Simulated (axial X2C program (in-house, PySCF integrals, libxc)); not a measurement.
Run report: RuH⁺, relativistic diatomic calculation

System: RuH⁺. The reference is closed-shell RuH⁺; the roots are vertical excitation energies. The distance is the PBE0 minimum at charge 1.
Method: EOM-EE-CCSD, two-component X2C with atomic mean-field Coulomb and Gaunt terms, Ru dyall-acv3z, H dyall-av3z (cores contracted) (axial X2C program (in-house, PySCF integrals, libxc)).

## Key numbers

```tsv
quantity	value
outcome	converged
HF energy of the reference RuH⁺	−4526.43736 hartree
MP2 energy of the reference RuH⁺	−4526.65788 hartree
CCSD energy of the reference RuH⁺ (with the MP2 share of the virtual spinors left out of the coupled-cluster step)	−4526.68716 hartree
CCSD(T) energy of the reference RuH⁺	−4526.70058 hartree
T1 diagnostic (spinor form; for a closed shell √2 times the usual value)	0.078
hardware	1 thread of Arm Neoverse V2, 128 GiB of memory available, shared host
wall time	29 s
peak memory	0.59 GiB
```

## Input file
```
{"zs": [44, 1], "q": 1, "bas": ["dyall-acv3z", "dyall-av3z"], "r0": 1.57, "eom": "ee", "thr": -2.0, "nmax": 88}
```

The line is the task of a batch: nuclear charges, charge, bases, a first guess of the distance and further settings. This report covers the levels named above. The log is that of the reference distance 1.601 Å.

The run was one of a batch that the task file lists, launched with:
```bash
python <driver script> task.json out
```

## Output
```
two-component X2C + atomic mean field  HF
basis functions 185  fitting functions 860  grid points 5070
iter        total energy     max residual
   1      -4522.949720380     5.49e+00
   2      -4526.394190185     4.02e-02
   3      -4526.414699349     3.16e-02
   4      -4526.432378467     3.27e-03
   5      -4526.433574573     2.71e-03
   6      -4526.434440258     2.46e-03
   7      -4526.435399283     2.14e-03
   8      -4526.436106518     1.73e-03
   9      -4526.437158492     7.39e-04
  10      -4526.437348079     2.07e-04
  11      -4526.437361143     4.25e-05
  12      -4526.437361470     3.24e-05
  13      -4526.437361571     2.89e-05
  14      -4526.437361651     2.56e-05
  15      -4526.437361861     9.62e-06
  16      -4526.437361896     8.96e-07
  17      -4526.437361896     2.05e-07
converged
one-electron -6256.26257908  Coulomb 1850.03797218  exact exchange -132.51759916  xc functional 0.00000000  nuclear repulsion 14.54328375  atomic mean-field constant -2.23843957
correlated 8  virtual 260  natural virtual 88  E(MP2) -0.220519141  MP2 remainder -0.028278035
iter   CCSD correlation   residual
   1     -0.198906102   1.32e-01
   2     -0.208425397   8.73e-02
   3     -0.215069075   6.20e-02
   4     -0.218408898   3.87e-02
   5     -0.220158440   2.32e-02
   6     -0.220819493   1.42e-02
   7     -0.221178951   8.53e-03
   8     -0.221331367   5.54e-03
   9     -0.221387516   4.17e-03
  10     -0.221421112   2.84e-03
  11     -0.221453508   1.79e-03
  12     -0.221487701   1.06e-03
  13     -0.221503983   6.89e-04
  14     -0.221511315   4.68e-04
  15     -0.221510905   3.31e-04
  16     -0.221511086   2.35e-04
  17     -0.221513110   1.56e-04
  18     -0.221515145   1.09e-04
  19     -0.221517274   8.43e-05
  20     -0.221518888   6.23e-05
  21     -0.221519867   4.80e-05
  22     -0.221520628   3.61e-05
  23     -0.221521068   2.72e-05
  24     -0.221521246   1.84e-05
  25     -0.221521312   1.29e-05
  26     -0.221521340   9.68e-06
  27     -0.221521392   7.26e-06
  28     -0.221521449   4.98e-06
  29     -0.221521500   3.31e-06
  30     -0.221521530   2.29e-06
  31     -0.221521562   1.78e-06
  32     -0.221521588   1.39e-06
  33     -0.221521608   1.08e-06
(T) -0.013415355291244154  T1 0.0778  D1 0.1473  max T2 0.205
EOM-EE-CCSD roots
2*Omega      energy/Eh   energy/eV  one-particle weight
    0       0.00118364      0.0322      0.973
    0       0.02942282      0.8006      0.841
    0       0.04411394      1.2004      0.776
    0       0.04611449      1.2548      0.774
    0       0.07533412      2.0499      0.053
    2      -0.00696715     -0.1896      0.975
    2       0.02950623      0.8029      0.828
    2       0.04078712      1.1099      0.793
    2       0.07111026      1.9350      0.797
    4       0.01103732      0.3003      0.897
    4       0.03631251      0.9881      0.659
    4       0.07341970      1.9979      0.551
    6       0.01855797      0.5050      0.794
```

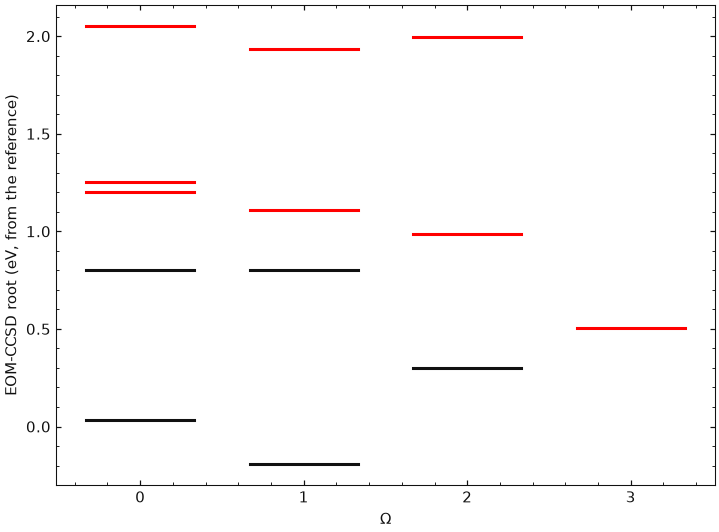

EOM-CCSD roots by Ω at 1.60 Å; roots whose one-particle weight is under 0.8 have the second colour. The lowest has Ω = 1 and lies at −0.190 eV, with one-particle weight 0.97. 8 of the 13 roots are less well described at this level.
